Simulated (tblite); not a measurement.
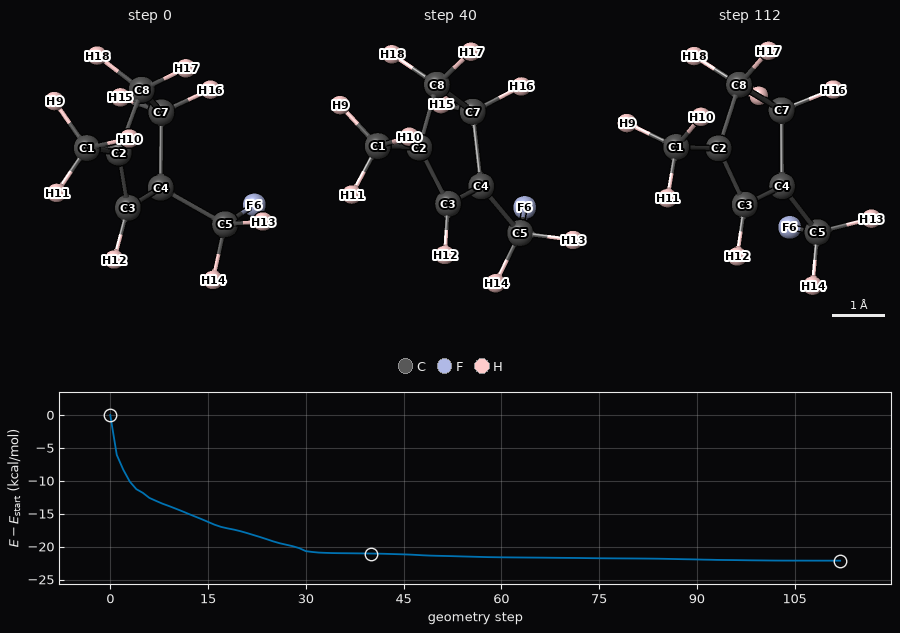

Frames of a relaxation of C7H10F (multiplicity 2), marked on the history of the run. Style: ball-and-stick. Shown from a free direction.

All numbers below come from GFN2-xTB geometry optimisation, gas phase in tblite. 

Question: Describe the path.

Answer: The largest move after the best rigid fit is that of F6, 1.38 Å. By element the largest moves are F 1.38 Å, H 1.22 Å, C 0.56 Å. Near-neighbour distances that change, for instance: C3–C4 1.497 → 1.382 Å, C2–C3 1.311 → 1.377 Å, C7–H15 1.136 → 1.093 Å, C1–C2 1.521 → 1.482 Å. Bond angles that change, for instance: C3–C4–C5 115.1° → 127.3°, F6–C5–H13 110.7° → 104.9°, H17–C8–H18 112.3° → 106.8°. After 112 geometry steps the energy has fallen by 22.1 kcal/mol. From step 0 to 40: H13 moves most (0.80 Å), energy −21.0 kcal/mol. From step 40 to 112: F6 moves most (0.79 Å), energy −1.08 kcal/mol.

```json
{"step": "0", "E − E(0), kcal/mol": "0.00"}
{"step": "1", "E − E(0), kcal/mol": "-6.06"}
{"step": "2", "E − E(0), kcal/mol": "-8.31"}
{"step": "3", "E − E(0), kcal/mol": "-10.12"}
{"step": "4", "E − E(0), kcal/mol": "-11.26"}
{"step": "5", "E − E(0), kcal/mol": "-11.82"}
{"step": "6", "E − E(0), kcal/mol": "-12.59"}
{"step": "7", "E − E(0), kcal/mol": "-13.04"}
{"step": "8", "E − E(0), kcal/mol": "-13.46"}
{"step": "9", "E − E(0), kcal/mol": "-13.83"}
{"step": "10", "E − E(0), kcal/mol": "-14.21"}
{"step": "15", "E − E(0), kcal/mol": "-16.24"}
{"step": "21", "E − E(0), kcal/mol": "-17.94"}
{"step": "26", "E − E(0), kcal/mol": "-19.48"}
{"step": "31", "E − E(0), kcal/mol": "-20.81"}
{"step": "37", "E − E(0), kcal/mol": "-21.01"}
{"step": "42", "E − E(0), kcal/mol": "-21.09"}
{"step": "48", "E − E(0), kcal/mol": "-21.32"}
{"step": "53", "E − E(0), kcal/mol": "-21.46"}
{"step": "58", "E − E(0), kcal/mol": "-21.59"}
{"step": "64", "E − E(0), kcal/mol": "-21.66"}
{"step": "69", "E − E(0), kcal/mol": "-21.70"}
{"step": "74", "E − E(0), kcal/mol": "-21.76"}
{"step": "80", "E − E(0), kcal/mol": "-21.80"}
{"step": "85", "E − E(0), kcal/mol": "-21.85"}
{"step": "91", "E − E(0), kcal/mol": "-21.98"}
{"step": "96", "E − E(0), kcal/mol": "-22.05"}
{"step": "101", "E − E(0), kcal/mol": "-22.11"}
{"step": "107", "E − E(0), kcal/mol": "-22.13"}
{"step": "112", "E − E(0), kcal/mol": "-22.13"}
```
